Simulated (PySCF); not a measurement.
SMILES Cl[SiH](Cl)c1ccc([SiH](Cl)Cl)cc1 (C6H6Cl4Si2) at its GFN2-xTB optimised geometry (Å):

```
18

Si    -1.7906    -3.7816    -5.2893
Cl    -2.9384    -2.4921    -6.3367
Cl    -2.9284    -5.3318    -4.6736
C     -1.0833    -2.8926    -3.7777
C     -1.9279    -2.3223    -2.8263
C     -1.4190    -1.6709    -1.7205
C     -0.0439    -1.5625    -1.5187
C      0.7990    -2.1326    -2.4688
C      0.2897    -2.7841    -3.5756
Si     0.6431    -0.6698     0.0000
Cl    -0.0163    -1.5981     1.6675
Cl    -0.0156     1.2388     0.0000
H     -0.7305    -4.2834    -6.1524
H     -2.9990    -2.3896    -2.9553
H     -2.0995    -1.2388    -1.0002
H      1.8693    -2.0640    -2.3389
H      0.9688    -3.2166    -4.2959
H      2.0995    -0.6698     0.0000
```

Computed with CAM-B3LYP/def2-SVP in PySCF 2.14.0. Cells within 0.4 Å of a nucleus heavier than hydrogen are left out (blank, or x).

Map of the deformation density (molecule minus spherical neutral atoms) (e/bohr³) on the plane z = 0.0 Å:

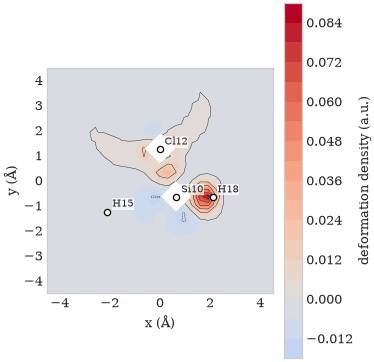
Figure. Deformation density (molecule minus spherical neutral atoms) (e/bohr³) on the plane z = 0.0 Å.
